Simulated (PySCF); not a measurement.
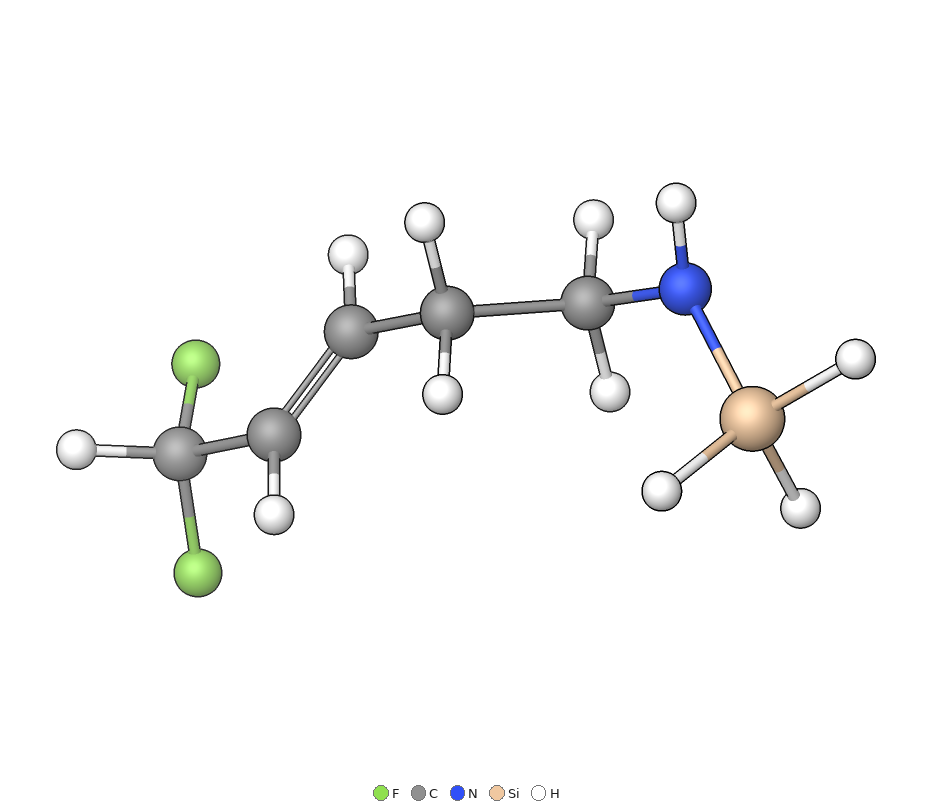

The geometry was computed by an optimisation with GFN2-xTB. No frequency run is at hand to confirm it as a minimum. Properties computed with PBE0/pcSseg-1, gas phase (PySCF 2.14.0).

Predict the main results.

The species is C5H11F2NSi (`FC(F)/C=C/CCN[SiH3]`).
- dipole moment: 2.71 D
- HOMO energy (Kohn–Sham orbital): −6.84 eV
- LUMO energy (Kohn–Sham orbital): −0.26 eV
- HOMO–LUMO gap: 6.57 eV

The geometry is semi-empirical. Around Si such bond lengths and angles can be off by a tenth of an ångström or more and by several degrees, and values that hang on the shape move with them.
